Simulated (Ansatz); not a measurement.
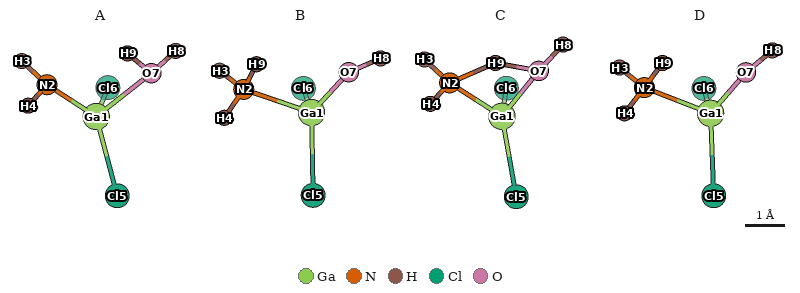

4 geometries from a converged minimum-energy path of GaNH$_{4}$OCl$_{2}$, shuffled. Style: ball-and-stick. Shown at a tilt.

The calculation used RHF/def2-SVP in Ansatz. Settings: 7 movable images; climbing image; force threshold 0.05 eV/Å; iteration limit 60; starting path through a guess of the saddle point.

Question: One of them is the converged climbing image. Which?

Answer: C. In order along the path, whose images run from 0 to 8: A (image 1, +0.03 eV), C (image 3, +0.60 eV), D (image 6, −0.68 eV), B (image 7, −0.75 eV). A hydrogen atom shifts from one atom to another. Breaking: O7–H9 (0.95 → 1.17 at the top → 2.63 Å). Forming: N2–H9 (2.73 → 1.35 at the top → 1.01 Å).

Limits of the set-up: Hartree-Fock leaves out electron correlation.

The run took 2.6 min on 2 threads of Arm Neoverse V1, with other jobs on the host, peak memory 0.27 GiB.
